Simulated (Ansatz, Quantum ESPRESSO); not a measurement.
# CdF2 (Fm-3m): third-order response, part 2 of 3

Which lines does CdF2 (Fm-3m) show in Raman and infrared spectra?

Quantum ESPRESSO 8.0 development, patched; DFT LDA, scalar-relativistic, plane waves, PseudoDojo norm-conserving pseudopotentials.

So far. Step 2 (A probe with smearing): A gap of 2.8 eV opens on this mesh, so the crystal is taken as an insulator; the start stands at -5.7 GPa. Step 4 (Self-consistent run for the response): The cell stands at -0.063 GPa, close enough for phonons. The relaxed cell has a = 5.298 Å (conventional setting).

## Step 5: Zone-centre response

At q = 0 one unit cell holds all displacements; symmetry groups them into irreducible representations that are solved one by one. The response to a field gives ε∞ and the Born charges, which polar modes need. Third-order response adds the Raman tensors.

File ph.in:

```
phonons
 &inputph
    prefix='x',
    outdir='./tmp',
    fildyn='g.dyn',
    tr2_ph=1.0d-18,
    epsil=.true.,
    lraman=.true.,
    elop=.true.,
 /
0.000000000000 0.000000000000 0.000000000000
```

Started as:

```sh
$ OMP_NUM_THREADS=1 mpirun -n 4 ph.x -nk 4 -in ph.in > ph.out
```

Output:

```text
[banners, grids, parts of the stress and lines that vanish by symmetry left out]
[banner, memory and clock lines left out]
Program PHONON v.8.0dev

[...]
(   1q-points):
[...]
Exchange-correlation= PW
                           (   1   4   0   0   0   0   0)
[...]
kinetic-energy cut-off    =     102.0000  Ry
     charge density cut-off    =     408.0000  Ry
     convergence threshold     =      1.0E-18
[...]
Exchange-correlation= PW
                           (   1   4   0   0   0   0   0)
[...]
q = (   0.0000000   0.0000000   0.0000000 )
     49 Sym.Ops. (with q -> -q+G )
     G cutoff =  517.9519  (  34957 G-vectors)     FFT grid: ( 45, 45, 45)
     number of k points=    29
[...]
Mode symmetry, O_h (m-3m)  point group:
[...]
Dielectric constant
[...]
End of electric fields calculation
          Dielectric constant in cartesian axis
          (       2.918572255      -0.000000000       0.000000000 )
          (      -0.000000000       2.918572255       0.000000000 )
          (      -0.000000000       0.000000000       2.918572255 )
          Effective charges (d Force / dE) in cartesian axis without acoustic sum rule applied (asr)
           atom    1  Cd    Mean Z*:        2.45261
      Ex  (        2.45261       -0.00000       -0.00000 )
      Ey  (        0.00000        2.45261        0.00000 )
      Ez  (       -0.00000        0.00000        2.45261 )
           atom    2  F     Mean Z*:       -1.22631
      Ex  (       -1.22631        0.00000        0.00000 )
      Ey  (        0.00000       -1.22631       -0.00000 )
      Ez  (        0.00000       -0.00000       -1.22631 )
           atom    3  F     Mean Z*:       -1.22631
      Ex  (       -1.22631        0.00000        0.00000 )
      Ey  (        0.00000       -1.22631       -0.00000 )
      Ez  (        0.00000        0.00000       -1.22631 )
          Effective charges Sum: Mean:       -0.00001
[...]
Effective charges (d Force / dE) in cartesian axis with asr applied:
           atom    1  Cd    Mean Z*:        2.45261
[...]
atom    2  F     Mean Z*:       -1.22631
[...]
atom    3  F     Mean Z*:       -1.22631
[...]
Dielectric constant from finite-differences
          (       2.918800903       0.000000000       0.000000000 )
          (       0.000000000       2.918800903      -0.000000000 )
          (       0.000000000      -0.000000000       2.918800903 )
[...]
(      -0.000000000       0.000000000      -0.000000000 )
          (      -0.000000000      -0.000000000       0.000000000 )
          (       0.000000000       0.000000000      -0.000000000 )
          (       0.000000000      -0.000000000       0.000000000 )
          (      -0.000000000      -0.000000000      -0.000000000 )
          (       0.000000000       0.000000000       0.000000000 )
          (       0.000000000       0.000000000      -0.000000000 )
          (       0.000000000      -0.000000000       0.000000000 )
[...]
(       0.000000000       0.000000000      -0.000000000 )
          (       0.158423352      -0.000000000       0.000000000 )
          (      -0.000000000       0.158423352      -0.000000000 )
          (       0.158423352      -0.000000000       0.000000000 )
          (      -0.000000000       0.000000000      -0.000000000 )
[...]
Representation #   1 modes #   1   2   3
[...]
End of self-consistent calculation
     Convergence has been achieved
     Representation #   2 modes #   4   5   6
[...]
End of self-consistent calculation
     Convergence has been achieved
     Representation #   3 modes #   7   8   9
[...]
End of self-consistent calculation
     Convergence has been achieved
[...]
Dielectric constant in cartesian axis
          (       2.918572255      -0.000000000       0.000000000 )
          (      -0.000000000       2.918572255       0.000000000 )
          (      -0.000000000       0.000000000       2.918572255 )
          Effective charges (d Force / dE) in cartesian axis without acoustic sum rule applied (asr)
           atom    1  Cd    Mean Z*:        2.45261
      Ex  (        2.45261       -0.00000       -0.00000 )
      Ey  (        0.00000        2.45261        0.00000 )
      Ez  (       -0.00000        0.00000        2.45261 )
           atom    2  F     Mean Z*:       -1.22631
      Ex  (       -1.22631        0.00000        0.00000 )
      Ey  (        0.00000       -1.22631       -0.00000 )
      Ez  (        0.00000       -0.00000       -1.22631 )
           atom    3  F     Mean Z*:       -1.22631
      Ex  (       -1.22631        0.00000        0.00000 )
      Ey  (        0.00000       -1.22631       -0.00000 )
      Ez  (        0.00000        0.00000       -1.22631 )
          Effective charges Sum: Mean:       -0.00001
[...]
Effective charges (d Force / dE) in cartesian axis with asr applied:
           atom    1  Cd    Mean Z*:        2.45261
[...]
atom    2  F     Mean Z*:       -1.22631
[...]
atom    3  F     Mean Z*:       -1.22631
[...]
q = (    0.000000000   0.000000000   0.000000000 )
[...]
freq (    1) =      -0.029789 [THz] =      -0.993639 [cm-1]
     freq (    2) =      -0.029789 [THz] =      -0.993639 [cm-1]
     freq (    3) =      -0.029789 [THz] =      -0.993639 [cm-1]
     freq (    4) =       7.141460 [THz] =     238.213463 [cm-1]
     freq (    5) =       7.141460 [THz] =     238.213463 [cm-1]
     freq (    6) =       7.141460 [THz] =     238.213463 [cm-1]
     freq (    7) =       9.555106 [THz] =     318.724029 [cm-1]
     freq (    8) =       9.555106 [THz] =     318.724029 [cm-1]
     freq (    9) =       9.555106 [THz] =     318.724029 [cm-1]
[...]
Mode symmetry, O_h (m-3m)  point group:
     freq (   1-   3) =         -1.0  [cm-1]   --> T_1u G_15  G_4- I
     freq (   4-   6) =        238.2  [cm-1]   --> T_1u G_15  G_4- I
     freq (   7-   9) =        318.7  [cm-1]   --> T_2g G_25' G_5+ R
```

It took 24 min on 4 MPI ranks of Arm Neoverse V1, shared host.

This step gave:

* miss of the charge sum rule: 1.00e-5 e
* largest acoustic frequency at the zone centre before the sum rule: -0.99 cm⁻¹
* highest optical zone-centre mode (no LO-TO term): 318.7 cm⁻¹
* lowest optical zone-centre mode: 238.2 cm⁻¹
* mean high-frequency dielectric constant: 2.919
* largest Born charge in size (third of the trace): 2.453 e

Born charge (rows field, columns displacement), before the sum rule (e), principal values of the symmetric part by kind of site:

```
atom  atoms with these values    low  middle   high   mean
 Cd1                        1   2.45    2.45   2.45   2.45
  F2                        2  -1.23   -1.23  -1.23  -1.23
```

In full for F2:

```
-1.23  0.00  0.00
 0.00 -1.23  0.00
 0.00  0.00 -1.23
```

High-frequency dielectric tensor:

```
2.92 0.00 0.00
0.00 2.92 0.00
0.00 0.00 2.92
```

The acoustic modes at Γ come out as far as 1.0 cm⁻¹ from zero, where they should vanish, a small numerical error; the Born charges miss their sum rule by 1.0e-5 e, which is good.

## Step 6: Modes with the sum rule

A rigid shift of the crystal must cost nothing, but grids and finite bases break this; the acoustic sum rule is imposed before the matrix is diagonalised again. With Born charges the intensities follow, and the static dielectric tensor.

File dynmat.in:

```
 &input
    fildyn='g.dyn',
    asr='simple',
    fileig='dynmat.eig',
    lperm=.true.,
 /
```

Started as:

```sh
$ dynmat.x -in dynmat.in > dynmat.out
```

Output:

```text
[banner, memory and clock lines left out]
Program DYNMAT v.8.0dev

     Reading Dynamical Matrix from file g.dyn
     ...Force constants read
     ...epsilon and Z* read
     ...Raman cross sections read
     A direction for q was not specified:TO-LO splitting will be absent

     Polarizability (A^3 units)
     multiply by 0.609933 for Clausius-Mossotti correction (not under assume_isolated = 'mt')
         5.675971   -0.000000   -0.000000
        -0.000000    5.675971    0.000000
         0.000000    0.000000    5.675971

     IR activities are in (D/A)^2/amu units
     Raman activities are in A^4/amu units
     multiply Raman by 0.138398 for Clausius-Mossotti correction (not under assume_isolated = 'mt')

# mode   [cm-1]    [THz]      IR          Raman   depol.fact
    1     -0.00   -0.0000    0.0000         0.0000    0.7499
    2     -0.00   -0.0000    0.0000         0.0000    0.6091
    3      0.00    0.0000    0.0000         0.0000    0.6976
    4    238.22    7.1415    4.8870         0.0000    0.7144
    5    238.22    7.1415    4.8870         0.0000    0.7128
    6    238.22    7.1415    4.8870         0.0000    0.6743
    7    318.73    9.5551    0.0000         1.7342    0.7500
    8    318.73    9.5551    0.0000         1.7342    0.7500
    9    318.73    9.5551    0.0000         1.7342    0.7500

Electronic dielectric permittivity tensor (relative, adimensional)
         2.918572   -0.000000   -0.000000
        -0.000000    2.918572    0.000000
         0.000000    0.000000    2.918572

 ... with zone-center polar mode contributions
         7.859184    0.000000    0.000000
         0.000000    7.859184    0.000000
         0.000000    0.000000    7.859184

 )
 **************************************************************************
```

Wall time 0.46 s (1 thread).

Numbers from this step:

| Quantity | Value |
| --- | --- |
| mean static dielectric constant | 7.859 |

Unit eigenvectors of the mass-weighted matrix after the sum rule; no LO-TO term. Modes at Γ, with each element's share of the kinetic energy:

```
mode  frequency (cm⁻¹)  symmetry  Cd %  F %
   1               0.0  acoustic    75   25
   2               0.0  acoustic    75   25
   3               0.0  acoustic    75   25
   4             238.2       T1u    25   75
   5             238.2       T1u    25   75
   6             238.2       T1u    25   75
   7             318.7       T2g     0  100
   8             318.7       T2g     0  100
   9             318.7       T2g     0  100
```

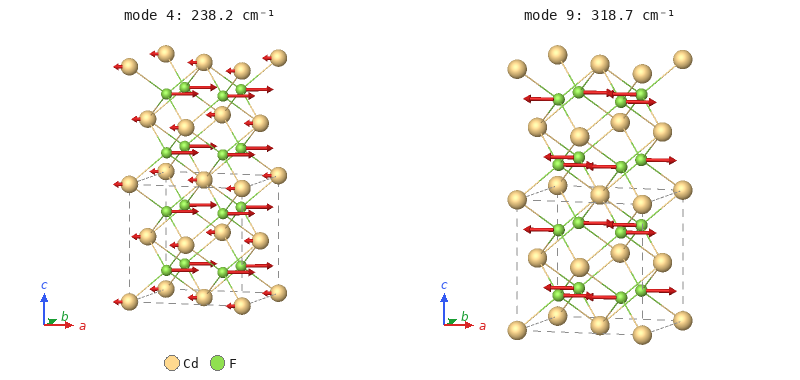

Displacement patterns of modes 4 and 9 at Γ; arrows are exaggerated. 1×1×2 conventional cells are drawn. Some periodic images of atoms are drawn too.

Degenerate modes summed, no LO-TO term. Lines of the infrared spectrum (strongest = 100):

```
position (cm⁻¹)  lines merged  label  IR intensity, relative
            238             3    T1u                     100
            319             3    T2g                     0.0
```

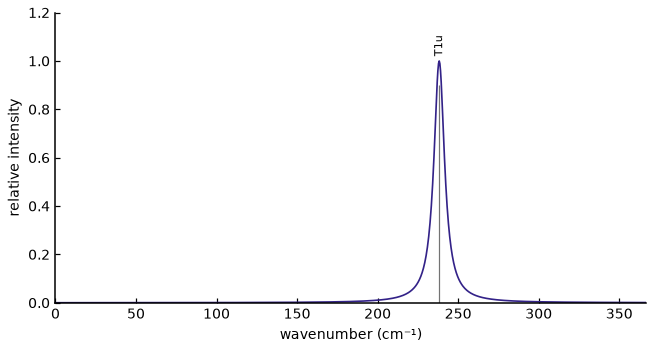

The infrared spectrum, broadened with Lorentzians of width 8 cm⁻¹; bars mark the lines.

Degenerate modes summed. Lines of the Raman spectrum (strongest = 100):

```
position (cm⁻¹)  lines merged  label  Raman activity, relative
            238             3    T1u                       0.0
            319             3    T2g                       100
```

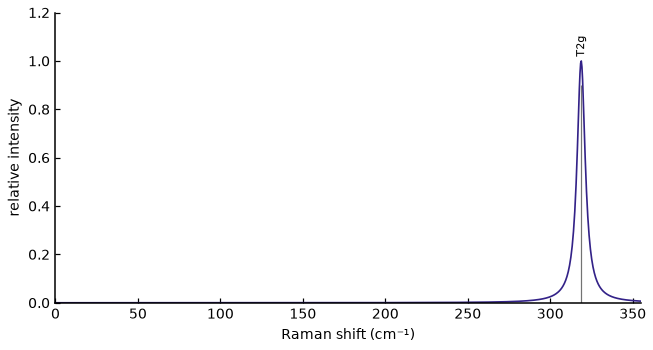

The Raman spectrum, broadened with Lorentzians of width 6 cm⁻¹; bars mark the lines.

Static dielectric tensor (ions relaxed, fixed cell):

```
7.86 0.00 0.00
0.00 7.86 0.00
0.00 0.00 7.86
```

The rule moves no optical mode by more than 0.1 cm⁻¹.

## Step 7: Sum rules set otherwise: a sum rule for molecules or wires on a crystal

This rule also removes rotations, which suits molecules and not a crystal; it is tried to see the harm.

File dynmat.in:

```
 &input
    fildyn='g.dyn',
    asr='zero-dim',
    fileig='dynmat.eig',
    lperm=.true.,
 /
```

Started as:

```sh
$ dynmat.x -in dynmat.in > dynmat.out
```

Output:

```text
[banner, memory and clock lines left out]
Program DYNMAT v.8.0dev

     Reading Dynamical Matrix from file g.dyn
     ...Force constants read
     ...epsilon and Z* read
     ...Raman cross sections read
     Warning: this looks like a crystal, not a molecule in a box: use asr = 'crystal'
     The molecule is taken as linear (straight within 1e-3 of its length): two rotations are removed
     Acoustic Sum Rule: || Z*(ASR) - Z*(orig)|| =    1.220918E-05
     Acoustic Sum Rule: ||dyn(ASR) - dyn(orig)||=    2.391776E-01
     Message from routine dynmat:
     WARNING: the charges keep any dipole. Ignore the strengths of the modes set to zero; with q typed a rigid rotation may get a frequency
     A direction for q was not specified:TO-LO splitting will be absent

     Polarizability (A^3 units)
     multiply by 0.609933 for Clausius-Mossotti correction (not under assume_isolated = 'mt')
         5.675971   -0.000000   -0.000000
        -0.000000    5.675971    0.000000
         0.000000    0.000000    5.675971

     IR activities are in (D/A)^2/amu units
     Raman activities are in A^4/amu units
     multiply Raman by 0.138398 for Clausius-Mossotti correction (not under assume_isolated = 'mt')

# mode   [cm-1]    [THz]      IR          Raman   depol.fact
    1     -0.00   -0.0000    1.9817         0.2352    0.7500
    2     -0.00   -0.0000    2.3437         0.2782    0.7500
    3     -0.00   -0.0000    1.7627         0.2092    0.7500
    4     -0.00   -0.0000    0.9181         0.1090    0.7500
    5      0.00    0.0000    0.3177         0.0377    0.7500
    6    238.21    7.1414    4.8870         0.0000    0.7058
    7    293.00    8.7838    1.2249         1.2995    0.7500
    8    293.00    8.7838    1.2249         1.2995    0.7500
    9    318.72    9.5551    0.0000         1.7342    0.7500

Electronic dielectric permittivity tensor (relative, adimensional)
         2.918572   -0.000000   -0.000000
        -0.000000    2.918572    0.000000
         0.000000    0.000000    2.918572

 ... with zone-center polar mode contributions
         5.111237   -1.374059   -1.374059
        -1.374059    5.111237    1.374059
        -1.374059    1.374059    5.111237
```

Elapsed: 0.45 s, on 1 thread.

The run ended normally, but on settings that are not sound.

The fault: a sum rule for molecules or wires on a crystal; 2 optical modes are projected out to zero frequency, as if they were rotations, and the static dielectric tensor is spoilt.

For a crystal the rule has to be 'simple' or 'crystal'.

Zone-centre frequencies as printed; negative means imaginary. Modes:

```
mode  frequency (cm⁻¹)
   1                 0
   2                 0
   3                 0
   4                 0
   5                 0
   6             238.2
   7               293
   8               293
   9             318.7
```

## Step 8: The LO-TO splitting (1 0 0)

A longitudinal polar mode sets up a macroscopic field that stiffens it; the term hangs on the direction from which q goes to zero.

File dynmat.in:

```
 &input
    fildyn='g.dyn',
    asr='simple',
    fileig='dynmat.eig',
    q(1)=1.0,
    q(2)=0.0,
    q(3)=0.0,
 /
```

Started as:

```sh
$ dynmat.x -in dynmat.in > dynmat.out
```

Output:

```text
[banner, memory and clock lines left out]
Program DYNMAT v.8.0dev

     Reading Dynamical Matrix from file g.dyn
     ...Force constants read
     ...epsilon and Z* read
     ...Raman cross sections read

     Polarizability (A^3 units)
     multiply by 0.609933 for Clausius-Mossotti correction (not under assume_isolated = 'mt')
         5.675971   -0.000000   -0.000000
        -0.000000    5.675971    0.000000
         0.000000    0.000000    5.675971

     IR activities are in (D/A)^2/amu units
     Raman activities are in A^4/amu units
     multiply Raman by 0.138398 for Clausius-Mossotti correction (not under assume_isolated = 'mt')

# mode   [cm-1]    [THz]      IR          Raman   depol.fact
    1     -0.00   -0.0000    0.0000         0.0000    0.5647
    2      0.00    0.0000    0.0000         0.0000    0.6420
    3      0.00    0.0000    0.0000         0.0000    0.6455
    4    238.22    7.1415    4.8870         0.0000    0.5502
    5    238.22    7.1415    4.8870         0.0000    0.7311
    6    318.73    9.5551    0.0000         1.7342    0.7500
    7    318.73    9.5551    0.0000         1.7342    0.7500
    8    318.73    9.5551    0.0000         1.7342    0.7500
    9    390.91   11.7191    4.8870         0.0000    0.7404

[end of the log left out, with the tail of the file of modes that dynmat.x writes under the same name]
```

Wall time 0.44 s (1 thread).

This step gave:

```
highest mode moved by the LO-TO term : 390.9 cm⁻¹
```

Zone-centre frequencies as printed; negative means imaginary. Modes:

```
mode  frequency (cm⁻¹)
   1                 0
   2                 0
   3                 0
   4             238.2
   5             238.2
   6             318.7
   7             318.7
   8             318.7
   9             390.9
```

The field moves one mode, from 238 to 391 cm⁻¹; the others stay.

(Part 2 of 3 ends here.)

[Host names and launcher messages were left out of these logs when they were recorded.]

[Logs are printed without paths, hosts, clocks, repeated set-up lines and the standing remarks that a program may print on its own settings, such as how far it seeks lower states.]

[Hosts, paths, dates, database ids (printed as entryN), source tags and the programs' standing remarks are cut or masked in the printed files.]
